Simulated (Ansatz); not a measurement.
# Ca3AsF3: complex band structure

Aim: relax a made-up compound, Ca3AsF3, and see how good a tunnel barrier it would be. It is built by putting F for Cl in the Ca3AsCl3 structure of space group Pm-3m, with the volume rescaled by atomic radii. The parent structure comes from the Materials Project.

Main program and level: Ansatz 0.2.0; LDA DFT, plane waves, PAW files, in the first sound run; inputs show where later runs differ.

The structure was built from a prototype and need not be the compound's stable phase.

### 1. The starting structure

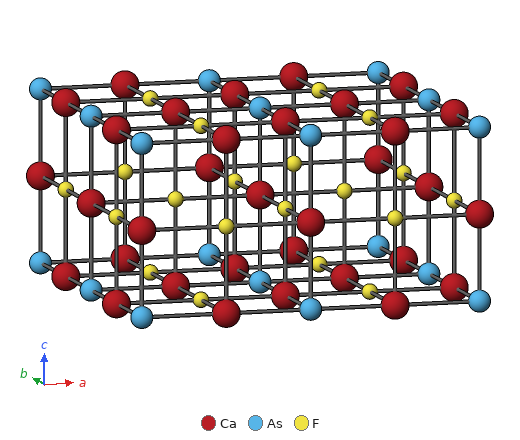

The starting structure, seen slightly off an axis (calcium red, arsenic blue, fluorine yellow). 2×2×1 cells are drawn. Some periodic images of atoms are drawn too.

### 2. Relaxing the new crystal

The substituted atoms don't fit the parent's cell, so cell and atoms relax together. A small smearing keeps the run stable in case the gap closes on the way.

File input.yaml:

```yaml
crystal:
  lattice:
    - [5.3736790794, 0.0, 0.0]
    - [0.0, 5.3736790794, 0.0]
    - [0.0, 0.0, 5.3736790794]
  atoms:
    - { symbol: Ca, position: [0.5, 0.0, 0.0] }
    - { symbol: Ca, position: [0.0, 0.5, 0.0] }
    - { symbol: Ca, position: [0.0, 0.0, 0.5] }
    - { symbol: As, position: [0.0, 0.0, 0.0] }
    - { symbol: F, position: [0.5, 0.0, 0.5] }
    - { symbol: F, position: [0.5, 0.5, 0.0] }
    - { symbol: F, position: [0.0, 0.5, 0.5] }
kpoints:
  mp_grid: { grid: [4, 4, 4] }
scf:
  occupations: { method: gaussian, width: 0.03 }
hamiltonian:
  xc: lda
output:
  forces: true
  stress: true
relax:
  f_tol: 0.02
  max_steps: 60
  cell: {}
```

Run with:

```bash
$ ansatz run input.yaml --threads 2 --pin off --max-ram 4096MiB --backend cpu --events-out ev --progress --plain --runs-dir out
```

Numbers of over 12 decimals in the logs are rounded to 6 here.

Log:

```text
Engine: ansatz 0.2.0, aarch64-unknown-linux-gnu
Pseudopotentials: kind: paw
Pseudopotential: Ca, paw, valence charge 10, recommended cutoff 420 eV (normal), Ca.paw.azcp
Pseudopotential: As, paw, valence charge 15, recommended cutoff 420 eV (normal), As.paw.azcp
Pseudopotential: F, paw, valence charge 7, recommended cutoff 420 eV (normal), F.paw.azcp
Functional definition: SPW92
  exchange = slater_x
  correlation = pw_c
Crystal: 7 atoms, lattice volume = 155.173 Å³
Basis set: ecut = 420 eV, 2969 PW (Γ)
Bands: 40, of which v1, the nominal top of the filled ones, is band 33 counted from 1 (32 counted from 0)
Symmetry: 48 space group operations
Space group: Pm-3m (ITA 221), of the structure as read, at distance tolerance 5.4e-5 Å
k-points: 10 of 64
Non-local potential: Ca, projectors of the file, l = 0: 3, l = 1: 2, l = 2: 2
Non-local potential: As, projectors of the file, l = 0: 2, l = 1: 2, l = 2: 3, l = 3: 1
Non-local potential: F, projectors of the file, l = 0: 2, l = 1: 2, l = 2: 1
PAW form: soft (Blöchl's): semilocal exchange-correlation on the pseudo side does not see the compensation charge
PAW frozen core: Ca, regenerated for the run's functional, and the local potential with it (the file was generated under x = pbe(κ = 0.804, μ = 0.219515), c = pbe(β = 0.066725))
PAW frozen core: As, regenerated for the run's functional, and the local potential with it (the file was generated under x = pbe(κ = 0.804, μ = 0.219515), c = pbe(β = 0.066725))
PAW frozen core: F, regenerated for the run's functional, and the local potential with it (the file was generated under x = pbe(κ = 0.804, μ = 0.219515), c = pbe(β = 0.066725))
PAW one-centre angular grid: Ca, 110 points (default); XC on 64 Gauss nodes
PAW one-centre angular grid: As, 590 points (default); XC on 64 Gauss nodes
PAW one-centre angular grid: F, 110 points (default); XC on 64 Gauss nodes
Initial density: superposition of atomic densities (neutral atoms: chi_scale 0, normalization atom), corrected by the library's trained network
Initial wavefunctions: pseudopotential atomic-orbital guess
Functional: x = slater, c = lda
SCF iter   1: F=—  HF=-12482.357768 eV  |F-HF|=—  |Δ(HF+E_count)|=         —  Δρ=1.15e-2  dr2=1.57e-1  ethr=1.77e-3  ⟨swp⟩=11.5  Hψ=2015  notcnv=0
preconditioner: auto → Resta (q_TF=auto, 2.366 Å⁻¹)  ε∞=2.8  [insulator: Δε(μ)=1.887 eV  Ē_g=15.809 eV  σ=0.030 eV  W_gap=1.00  n_scr=32 (ndim 8)  ℏωp=21.1 eV  f_vac=0.175  D(μ)=0.00/eV (n_scr^D=0)  ε∞_Penn≈2.8]
SCF iter   2: F=—  HF=-12482.322689 eV  |F-HF|=—  |Δ(HF+E_count)|=   3.51e-2  Δρ=4.94e-3  dr2=1.86e-2  ethr=2.37e-4  ⟨swp⟩=2.0  Hψ=779  notcnv=0  defer=21
SCF iter   3: F=—  HF=-12482.318382 eV  |F-HF|=—  |Δ(HF+E_count)|=   4.31e-3  Δρ=1.68e-3  dr2=3.55e-3  ethr=2.82e-5  ⟨swp⟩=2.0  Hψ=658  notcnv=0  defer=21
SCF iter   4: F=—  HF=-12482.317691 eV  |F-HF|=—  |Δ(HF+E_count)|=   6.91e-4  Δρ=3.27e-4  dr2=1.39e-4  ethr=5.38e-6  ⟨swp⟩=2.3  Hψ=483  notcnv=0  defer=21
SCF iter   5: F=—  HF=-12482.317676 eV  |F-HF|=—  |Δ(HF+E_count)|=   1.51e-5  Δρ=7.33e-5  dr2=1.20e-5  ethr=2.11e-7  ⟨swp⟩=2.0  Hψ=679  notcnv=0  defer=21
SCF iter   6: F=—  HF=-12482.317674 eV  |F-HF|=—  |Δ(HF+E_count)|=   1.28e-6  Δρ=2.85e-5  dr2=2.31e-6  ethr=1.81e-8  ⟨swp⟩=2.0  Hψ=679  notcnv=0  defer=21
SCF iter   7: F=—  HF=-12482.317673 eV  |F-HF|=—  |Δ(HF+E_count)|=   9.81e-7  Δρ=1.08e-5  dr2=2.73e-7  ethr=3.50e-9  ⟨swp⟩=2.0  Hψ=679  notcnv=0  defer=21
SCF iter   8: F=-12482.317673 eV  HF=-12482.317673 eV  |F-HF|=1.39e-9  |Δ(HF+E_count)|=   5.93e-8  Δρ=3.56e-6  dr2=2.75e-8  ethr=1.52e-10  ⟨swp⟩=4.0  Hψ=1229  notcnv=0
SCF 1 converged in 8 iterations: F = -12482.317673 eV  dr2 = 2.75e-8
  greatest PAW one-centre occupation: 0.999 electrons in one spin orbital (limit 2), on the As atom at site 3 (counted from 0), in its partial waves of l = 2
relax step   1: F+E_penalty+E_count = -12482.31767338 eV  Δ(F+E_penalty+E_count) = +0.000e0 eV  max|allowed force component| = 2.668e-29 eV/Å  Δτ_max = 0.0000 Å  P = -3.587 GPa  Ω = 155.173 Å³  (8 SCF iters, dr2 threshold 1.00e-7 eV, accepted)
Crystal: 7 atoms, lattice volume = 137.132 Å³
Basis set: ecut = 420 eV, 2721 PW (Γ)
Initial density: handed on by an earlier stage of this run
Initial wavefunctions: those handed on with the density
iter 1 solved again at ethr=1.76e-3 eV; its pass at ethr=3.10e-3 eV (dr2=1.16e0 eV) is discarded
SCF iter   1: F=—  HF=-12482.835025 eV  |F-HF|=—  |Δ(HF+E_count)|=         —  Δρ=2.29e-2  dr2=1.17e0  ethr=1.76e-3  ⟨swp⟩=1.0  Hψ=2100  notcnv=0
preconditioner: auto → Resta (q_TF=auto, 2.415 Å⁻¹)  ε∞=3.0  [insulator: Δε(μ)=2.141 eV  Ē_g=15.922 eV  σ=0.030 eV  W_gap=1.00  n_scr=26 (ndim 8)  ℏωp=22.4 eV  f_vac=0.117  D(μ)=0.00/eV (n_scr^D=0)  ε∞_Penn≈3.0]
SCF iter   2: F=—  HF=-12482.529667 eV  |F-HF|=—  |Δ(HF+E_count)|=   3.05e-1  Δρ=1.44e-2  dr2=2.05e-1  ethr=1.76e-3  ⟨swp⟩=3.7  Hψ=736  notcnv=0  defer=2
SCF iter   3: F=—  HF=-12482.469117 eV  |F-HF|=—  |Δ(HF+E_count)|=   6.05e-2  Δρ=3.58e-3  dr2=6.65e-2  ethr=3.11e-4  ⟨swp⟩=2.1  Hψ=703  notcnv=0  defer=20
SCF iter   4: F=—  HF=-12482.444777 eV  |F-HF|=—  |Δ(HF+E_count)|=   2.43e-2  Δρ=1.88e-3  dr2=1.84e-2  ethr=1.01e-4  ⟨swp⟩=2.6  Hψ=458  notcnv=0  defer=22
SCF iter   5: F=—  HF=-12482.437190 eV  |F-HF|=—  |Δ(HF+E_count)|=   7.59e-3  Δρ=4.74e-4  dr2=1.11e-3  ethr=2.79e-5  ⟨swp⟩=2.6  Hψ=787  notcnv=0  defer=22
SCF iter   6: F=—  HF=-12482.436647 eV  |F-HF|=—  |Δ(HF+E_count)|=   5.43e-4  Δρ=1.77e-4  dr2=9.00e-5  ethr=1.69e-6  ⟨swp⟩=2.0  Hψ=678  notcnv=0  defer=22
SCF iter   7: F=—  HF=-12482.436699 eV  |F-HF|=—  |Δ(HF+E_count)|=   5.12e-5  Δρ=5.49e-5  dr2=4.62e-6  ethr=1.36e-7  ⟨swp⟩=2.1  Hψ=489  notcnv=0  defer=22
SCF iter   8: F=-12482.436702 eV  HF=-12482.436701 eV  |F-HF|=2.21e-7  |Δ(HF+E_count)|=   2.66e-6  Δρ=7.32e-6  dr2=9.64e-8  ethr=1.06e-9  ⟨swp⟩=4.4  Hψ=1250  notcnv=0
SCF 2 converged in 8 iterations: F = -12482.436702 eV  dr2 = 9.64e-8
relax step   2: F+E_penalty+E_count = -12482.43670154 eV  Δ(F+E_penalty+E_count) = -1.190e-1 eV  max|allowed force component| = 2.282e-29 eV/Å  Δτ_max = 0.0000 Å  P = +2.786 GPa  Ω = 137.132 Å³  energy of the carried Pulay correction = +4.041e-2 eV  (8 SCF iters, dr2 threshold 7.00e-7 eV, accepted)
Crystal: 7 atoms, lattice volume = 144.475 Å³
Basis set: ecut = 420 eV, 2801 PW (Γ)
iter 1 solved again at ethr=3.37e-4 eV; its pass at ethr=3.10e-3 eV (dr2=2.23e-1 eV) is discarded
SCF iter   1: F=—  HF=-12482.554822 eV  |F-HF|=—  |Δ(HF+E_count)|=         —  Δρ=9.35e-3  dr2=2.24e-1  ethr=3.37e-4  ⟨swp⟩=1.1  Hψ=1972  notcnv=0
preconditioner: auto → Resta (q_TF=auto, 2.394 Å⁻¹)  ε∞=2.8  [insulator: Δε(μ)=1.632 eV  Ē_g=16.225 eV  σ=0.030 eV  W_gap=1.00  n_scr=26 (ndim 8)  ℏωp=21.8 eV  f_vac=0.161  D(μ)=0.00/eV (n_scr^D=0)  ε∞_Penn≈2.8]
SCF iter   2: F=—  HF=-12482.492192 eV  |F-HF|=—  |Δ(HF+E_count)|=   6.26e-2  Δρ=5.74e-3  dr2=3.76e-2  ethr=3.37e-4  ⟨swp⟩=2.7  Hψ=619  notcnv=0
SCF iter   3: F=—  HF=-12482.480867 eV  |F-HF|=—  |Δ(HF+E_count)|=   1.13e-2  Δρ=1.47e-3  dr2=1.27e-2  ethr=5.70e-5  ⟨swp⟩=2.4  Hψ=736  notcnv=0  defer=19
SCF iter   4: F=—  HF=-12482.475170 eV  |F-HF|=—  |Δ(HF+E_count)|=   5.70e-3  Δρ=5.95e-4  dr2=8.76e-4  ethr=1.92e-5  ⟨swp⟩=2.1  Hψ=546  notcnv=0  defer=19
SCF iter   5: F=—  HF=-12482.475057 eV  |F-HF|=—  |Δ(HF+E_count)|=   1.13e-4  Δρ=2.13e-4  dr2=1.01e-4  ethr=1.33e-6  ⟨swp⟩=2.0  Hψ=677  notcnv=0  defer=19
SCF iter   6: F=—  HF=-12482.475029 eV  |F-HF|=—  |Δ(HF+E_count)|=   2.80e-5  Δρ=8.26e-5  dr2=1.61e-5  ethr=1.54e-7  ⟨swp⟩=2.0  Hψ=677  notcnv=0  defer=19
SCF iter   7: F=-12482.475042 eV  HF=-12482.475041 eV  |F-HF|=9.54e-7  |Δ(HF+E_count)|=   1.24e-5  Δρ=1.80e-5  dr2=6.54e-7  ethr=1.06e-9  ⟨swp⟩=3.0  Hψ=1434  notcnv=0
SCF 3 converged in 7 iterations: F = -12482.475042 eV  dr2 = 6.54e-7
relax step   3: F+E_penalty+E_count = -12482.47504242 eV  Δ(F+E_penalty+E_count) = -3.834e-2 eV  max|allowed force component| = 1.112e-28 eV/Å  Δτ_max = 0.0000 Å  P = -0.248 GPa  Ω = 144.475 Å³  energy of the carried Pulay correction = +2.337e-2 eV  (7 SCF iters, dr2 threshold 7.00e-7 eV, accepted)
[...]
relax step   4: F+E_penalty+E_count = -12482.47699037 eV  Δ(F+E_penalty+E_count) = -1.948e-3 eV  max|allowed force component| = 5.334e-29 eV/Å  Δτ_max = 0.0000 Å  P = -0.015 GPa  Ω = 143.845 Å³  energy of the carried Pulay correction = +2.480e-2 eV  (6 SCF iters, dr2 threshold 1.54e-7 eV, accepted)
[...]
relax step   5: F+E_penalty+E_count = -12482.46081445 eV  Δ(F+E_penalty+E_count) = +1.618e-2 eV  max|allowed force component| = 8.271e-29 eV/Å  Δτ_max = 0.0000 Å  P = -0.240 GPa  Ω = 143.845 Å³  stress off target by 2.40e-1 GPa  SCF on the basis re-selected at this cell (its energy is not comparable with the rows above)  (7 SCF iters)
[...]
relax step   6: F+E_penalty+E_count = -12482.46266708 eV  Δ(F+E_penalty+E_count) = -1.853e-3 eV  max|allowed force component| = 1.230e-29 eV/Å  Δτ_max = 0.0000 Å  P = -0.006 GPa  Ω = 143.231 Å³  energy of the carried Pulay correction = +1.380e-3 eV  (6 SCF iters, dr2 threshold 1.43e-7 eV, accepted)
iter 1 solved again at ethr=6.74e-7 eV; its pass at ethr=3.10e-3 eV (dr2=4.45e-4 eV) is discarded
SCF iter   1: F=—  HF=-12482.460840 eV  |F-HF|=—  |Δ(HF+E_count)|=         —  Δρ=4.95e-5  dr2=6.04e-7  ethr=6.74e-7  ⟨swp⟩=3.1  Hψ=2949  notcnv=0
eigensolver tolerance schedule: the retry pair's looser diagonalisation over-reported the residual by 735.94 of it (diagonalisation noise at 0.19 of the residual, at the tolerance the schedule requests for it); recorded, not acted on — ethr = c·dr2/N_el stays at c = 1.0e-1
preconditioner: auto → Resta (q_TF=auto, 2.398 Å⁻¹)  ε∞=2.9  [insulator: Δε(μ)=1.954 eV  Ē_g=16.113 eV  σ=0.030 eV  W_gap=1.00  n_scr=26 (ndim 8)  ℏωp=21.9 eV  f_vac=0.151  D(μ)=0.00/eV (n_scr^D=0)  ε∞_Penn≈2.9]
SCF iter   2: F=—  HF=-12482.460840 eV  |F-HF|=—  |Δ(HF+E_count)|=   1.65e-7  Δρ=2.12e-5  dr2=2.52e-7  ethr=9.15e-10  ⟨swp⟩=2.1  Hψ=729  notcnv=0
SCF iter   3: F=—  HF=-12482.460840 eV  |F-HF|=—  |Δ(HF+E_count)|=   4.47e-9  Δρ=1.09e-5  dr2=4.53e-8  ethr=3.81e-10  ⟨swp⟩=2.0  Hψ=490  notcnv=0
SCF iter   4: F=—  HF=-12482.460840 eV  |F-HF|=—  |Δ(HF+E_count)|=   1.38e-8  Δρ=1.02e-6  dr2=4.23e-9  ethr=6.86e-11  ⟨swp⟩=2.0  Hψ=620  notcnv=0
SCF iter   5: F=—  HF=-12482.460840 eV  |F-HF|=—  |Δ(HF+E_count)|=   3.84e-9  Δρ=4.97e-7  dr2=7.25e-10  ethr=6.40e-12  ⟨swp⟩=2.0  Hψ=700  notcnv=0
SCF iter   6: F=-12482.460840 eV  HF=-12482.460840 eV  |F-HF|=2.36e-11  |Δ(HF+E_count)|=  8.00e-11  Δρ=1.55e-7  dr2=2.52e-11  ethr=1.00e-12  ⟨swp⟩=3.0  Hψ=1511  notcnv=0
SCF 7 converged in 6 iterations: F = -12482.460840 eV  dr2 = 2.52e-11
relax step   7: F+E_penalty+E_count = -12482.46083981 eV  Δ(F+E_penalty+E_count) = +1.827e-3 eV  max|allowed force component| = 1.044e-29 eV/Å  Δτ_max = 0.0000 Å  P = -0.018 GPa  Ω = 143.231 Å³  stress off target by 1.76e-2 GPa  SCF on the basis re-selected at this cell (its energy is not comparable with the rows above)  (6 SCF iters)
basis re-selected at this cell: Δ(F+E_penalty+E_count) = +1.827e-3 eV, ΔP = -0.011 GPa vs the last step (what re-selecting the basis moved, of the pressure what is left beyond the Pulay correction that the steps carried, after the strain that the cell walked since its last selection, with what the two solves' SCF thresholds leave and, on support functions, any second-order correction that the steps lacked; it is no m [...]
SCF converged after 6 iterations
Free energy (F): -12482.460840 eV
Harris-Foulkes:  -12482.460840 eV  (|F-HF|=2.36e-11)
Internal energy: -12482.460840 eV  (E = F + TS)
E sigma→0 (E₀):  -12482.460840 eV
Fermi energy:    6.397893 eV
--- Per-component energies (eV) ---
  E_band       = -828.346769
  E_kinetic    = 1556.739694
  E_local      = -6479.924585  (includes V_loc(G=0)·N_el)
  E_nonlocal   = -238.090661
  E_hartree    = 2700.055623
  E_xc         = -722.885802
  E_vxc        = -898.039073  (∫ρ·V_xc dr)
  E_paw        = -4763.102145  (= ΣΔE_a)
  E_vpaw       = -169.149007  (= ΣTr[D̂ρ^β])
  E_aug_tail   = 0.006023  (compensation charges beyond the density's cutoff)
  E_ewald      = -4538.523469
  E_core_change = 3.264483  (= ΣΔE_core)
  E_smearing   = -0.000000  (= −TS)
  E_closure    = -0.000000  (closes the sum)
  Σ components = -12482.460840   (vs F -12482.460840, Δ=0.00e0)
--- Forces (eV/Å), atoms counted from 1 ---
  atom   1  Ca     0.00000000     0.00000000     0.00000000
  atom   2  Ca    -0.00000000    -0.00000000    -0.00000000
  atom   3  Ca     0.00000000     0.00000000     0.00000000
  atom   4  As    -0.00000000     0.00000000     0.00000000
  atom   5  F     -0.00000000     0.00000000    -0.00000000
  atom   6  F      0.00000000     0.00000000    -0.00000000
  atom   7  F     -0.00000000     0.00000000     0.00000000
  max |Σ_I F_I| component: 2.26e-29 eV/Å
--- Stress (GPa, compression-positive) ---
       -0.017564       0.000000      -0.000000
        0.000000      -0.017564      -0.000000
       -0.000000      -0.000000      -0.017564
  P = ⅓ Tr σ = -0.0176 GPa (-0.176 kbar)
--- Relaxed structure (5 steps of the walk, 5 accepted, 2 SCFs on fresh bases) ---
  F+E_penalty+E_count = -12482.46083981 eV   max|allowed force component| = 1.044e-29 eV/Å   (the final SCF, on the basis selected at the relaxed cell)
  cell:  # Å, volume = 143.2312 Å³
    - [5.232138, 0, 0]
    - [0, 5.232138, 0]
    - [0, 0, 5.232138]
  atoms:
    - { symbol: Ca, position: [0.5, 0, 0] }
    - { symbol: Ca, position: [0, 0.5, 0] }
    - { symbol: Ca, position: [0, 0, 0.5] }
    - { symbol: As, position: [0, 0, 0] }
    - { symbol: F, position: [0.5, 0, 0.5] }
    - { symbol: F, position: [0.5, 0.5, 0] }
    - { symbol: F, position: [0, 0.5, 0.5] }
```

Elapsed: 10 s, on 2 threads of Arm Neoverse V2, shared host; peak memory 0.41 GiB.

Step by step:

```
step  energy less that of the first step (eV)  largest force component (eV/Å)  pressure (GPa)  volume (Å³)
   1                                   0.0000                          0.0000           -3.59       155.17
   2                                  -0.1190                          0.0000            2.79       137.13
   3                                  -0.1574                          0.0000           -0.25       144.47
   4                                  -0.1593                          0.0000           -0.02       143.84
  5*                                  -0.1431                          0.0000           -0.24       143.84
   6                                  -0.1450                          0.0000           -0.01       143.23
  7*                                  -0.1432                          0.0000           -0.02       143.23
```

Relaxation steps marked * repeat the geometry before them on a plane-wave basis chosen anew for their cell, so energy and pressure can jump there.

The run keeps the 48 symmetry operations that it works with, so distortions that break them were not tested.

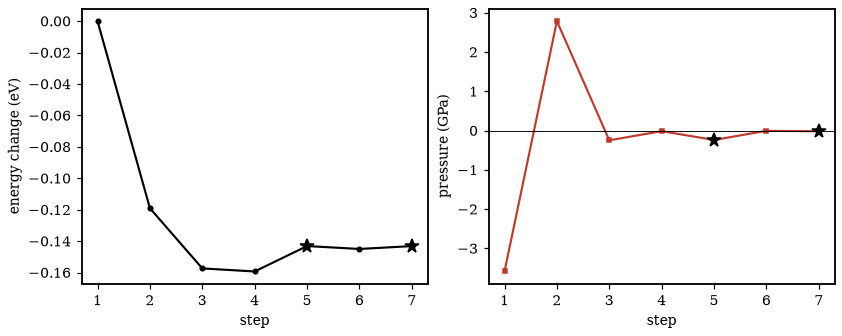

Energy and pressure along the relaxation. Stars mark steps on a basis chosen anew.

```
conventional cell, symmetrised  before  after  change
                         a (Å)   5.374  5.232  -2.6 %
                         b (Å)   5.374  5.232  -2.6 %
                         c (Å)   5.374  5.232  -2.6 %
              volume (Å³/atom)   22.17  20.46  -7.7 %
```

Numbers from this step:

```yaml
free_energy: -12482.4608 eV
fermi_energy: 6.398 eV
pressure: -0.01756 GPa
```

The largest force component on a free atom ends at 1.0e-29 eV/Å.

(Continued in part 2 of 3.)

[Logs are printed without paths, hosts, clocks, repeated set-up lines and the standing remarks that a program may print on its own settings, such as how far it seeks lower states.]

[Hosts, paths, dates, database ids (printed as entryN), source tags and the programs' standing remarks are cut or masked in the printed files.]
